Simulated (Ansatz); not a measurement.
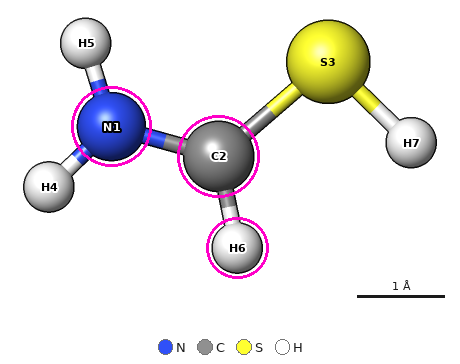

Energy scan for CH₄NS (charge +1), in which the C2–H6 distance and the H6–C2–N1 angle are varied on a grid, with the rest of the molecule carried along rigidly. The picture shows the minimum geometry. The ringed atoms are those of the scanned coordinate. A ball-and-stick model, seen face on.

Computed with Ansatz: r2SCAN-D4, basis def2-TZVPP, on geometries moved rigidly from the minimum at PBE0-D4/def2-TZVP. Energies are counted from the PBE0-D4/def2-TZVP minimum geometry at the same level.

```xyz
7

N    -0.7999    0.3335   -0.6880
C    -0.0070   -0.0776    0.2494
S     1.6565   -0.2582    0.0527
H    -1.7931    0.4244   -0.5171
H    -0.4716    0.5778   -1.6151
H    -0.4597   -0.3137    1.2083
H     1.8747   -0.6861    1.3097
```

What energies does the calculation give on a grid with rows 0.978, 1.009, 1.056, 1.110, 1.170, 1.235, 1.304 and columns 92.9, 100.9, 108.9, 116.9, 124.9, 132.9, 140.9 (C2–H6 distance (Å); H6–C2–N1 angle (°))?

Answer. Rows: C2–H6 distance (Å); columns: H6–C2–N1 angle (°); values in kcal/mol.

```tsv
	92.9	100.9	108.9	116.9	124.9	132.9	140.9
0.978	22.2	13.0	7.6	5.7	7.2	11.9	19.8
1.009	19.1	9.9	4.5	2.7	4.2	9.0	16.9
1.056	16.4	7.4	2.1	0.4	1.9	6.7	14.7
1.110	15.9	7.0	1.9	0.2	1.9	6.7	14.7
1.170	17.6	8.9	4.0	2.4	4.1	9.0	17.0
1.235	21.5	13.0	8.2	6.8	8.6	13.5	21.5
1.304	27.0	18.8	14.2	12.9	14.7	19.6	27.6
```

In pairs of (C2–H6 distance (Å); H6–C2–N1 angle (°)): the lowest computed point lies at (1.110, 116.9) (0.2 kcal/mol), the highest at (1.304, 140.9) (27.6 kcal/mol).  Over the ranges scanned the energy rises more along the second axis, the H6–C2–N1 angle.
